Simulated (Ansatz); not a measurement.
CH$_{5}$FO$_{2}$Si (SMILES C[Si](O)(O)F)

The calculation's input:

```
crystal:
  periodic: [false, false, false]
  atoms:
    - symbol: C
      position_ang: [-0.399664, -0.101232, -1.422749]
    - symbol: F
      position_ang: [-1.801312, 1.159926, 0.686410]
    - symbol: O
      position_ang: [-2.451460, -1.347345, 0.316097]
    - symbol: O
      position_ang: [-0.038125, -0.773274, 1.309652]
    - symbol: Si
      position_ang: [-1.190753, -0.273357, 0.246574]
    - symbol: H
      position_ang: [-0.049640, -1.074148, -1.782999]
    - symbol: H
      position_ang: [0.462910, 0.572039, -1.373194]
    - symbol: H
      position_ang: [-1.103046, 0.302818, -2.158685]
    - symbol: H
      position_ang: [-3.335441, -0.969365, 0.211131]
    - symbol: H
      position_ang: [-0.371995, -1.148276, 2.137067]
basis:
  gaussian: {orbitals: def2-TZVPD}
hamiltonian: {xc: {name: PBE0}}
output: {forces: true, orbitals: {seedname: orbitals}}
```

Run with:

```sh
ansatz run input.yaml --threads 1 --pin off --max-ram 2610MiB --events-out events.jsonl --progress --plain --runs-dir runs
```

Geometry: B3LYP/6-31G*.

Computed with isolated molecule in a Gaussian basis; Kohn-Sham density functional theory, functional PBE0 (Ansatz 0.2.0).

### Predict the electron density and electron localisation function between the atoms.

Si–O (1.65 Å): the density is about 1.2 e/Å³ at the midpoint; the ELF peaks at about 0.85 between the atoms: a polar covalent bond.
C–Si (1.86 Å): the density is about 1 e/Å³ at the midpoint; the ELF peaks at about 0.95 between the atoms: a covalent bond.
O–H (0.97 Å): ρ at the midpoint is about 3.7 e/Å³; the ELF climbs to about 1 towards the hydrogen, as it does in any bond to H; an ordinary covalent bond to hydrogen.
C–H (1.10 Å): ρ is about 1.9 e/Å³ halfway; the ELF climbs to about 1 towards the hydrogen; a covalent bond by its length.

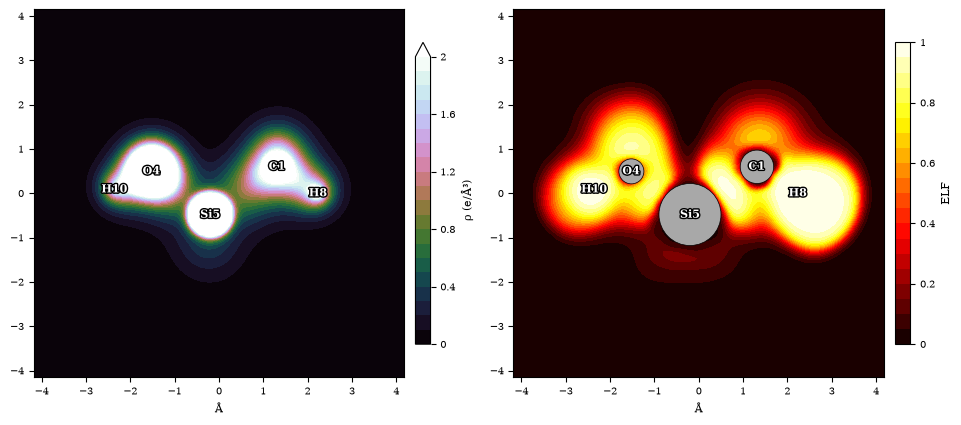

Computed electron density and electron localisation function on the plane of atoms Si5, C1 and H8, in this order. Grey discs cover the atomic cores in the ELF map. 
